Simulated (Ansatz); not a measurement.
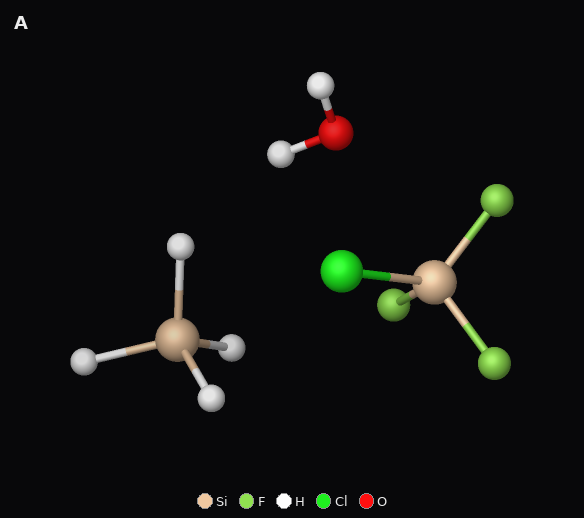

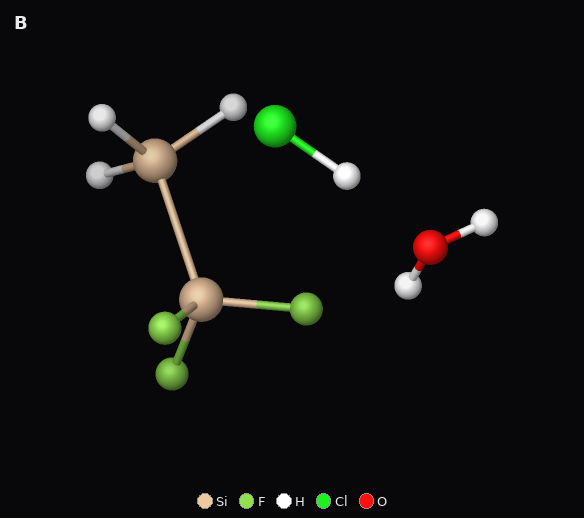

2 stationary structures of one formula. Geometries: PBE0-D4/def2-TZVP. Electronic energies: CCSD(T)/CBS (MP2 limit from def2-TZVPP and def2-QZVPP plus CCSD(T) − MP2) (Ansatz 0.2.0), without zero-point energy. Each is one conformer, not always the lowest.

Which is lowest in energy, and by how much?

A is lowest (a minimum); B lies 78.3 kJ/mol above it (a minimum).
